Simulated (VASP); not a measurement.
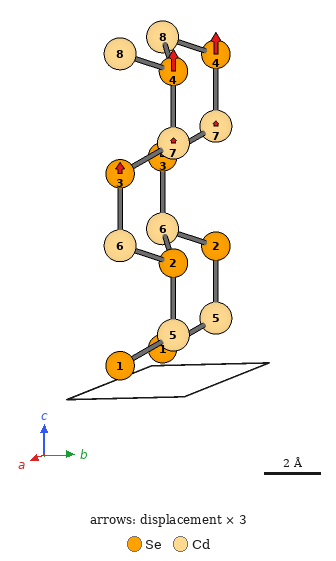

A relaxation of a slab of composition CdSe. The starting structure is drawn; red arrows show the displacements, magnified 3 times.

Style: ball-and-stick. Shown: the 2 × 1 repeat of the cell, outlined in the plane, without the vacuum, slightly off an axis.

The run lets the atoms move in a fixed cell. 4 atoms are held fixed.

Level of theory: Kohn-Sham DFT of a periodic cell, PBE with dDsC, VASP PAW PBE potentials, recommended in VASP 6.6.1.

The input:
```
  ALGO = Normal
  DIPOL = 0.5 0.5 0.500
  EDIFF = 1E-7
  EDIFFG = -0.02
  ENCUT = 520
  GGA = PE
  IBRION = 2
  IDIPOL = 3
  ISIF = 2
  ISMEAR = 0
  IVDW = 4
  LASPH = True
  LCHARG = False
  LDIPOL = True
  LREAL = False
  LWAVE = False
  NELM = 60
  NSW = 60
  PREC = Accurate
  SIGMA = 0.05
```

Command:
```bash
cat potpaw_PBE.64/Se/POTCAR potpaw_PBE.64/Cd/POTCAR > POTCAR
mpirun -np 1 vasp_std > vasp.out
```

Q: Which element moves most?

A: Selenium: up to 0.28 Å, against 0.07 Å for cadmium.

Q: What did the optimiser do to the structure, and how much energy did it gain?

A: The largest move is that of Se4, 0.28 Å along the normal (+c). By element the largest moves are Se 0.28 Å, Cd 0.07 Å. The lattice vectors keep their values. Among the contacts that change: Se4–Cd7 2.631 → 2.836 Å, Se3–Cd6 2.631 → 2.779 Å, Se4–Cd8 2.632 → 2.551 Å, Se3–Cd7 2.632 → 2.608 Å. Bond angles that change, for instance: Cd7–Se4–Cd8 109.5° → 103.4°, Cd8–Se4–Cd8 109.5° → 114.8°, Se4–Cd8–Se4 109.5° → 114.8°. Over 16 geometry steps the energy falls by 0.133 eV per cell of the calculation. The largest force component goes from 0.89 to 0.85 eV/Å.
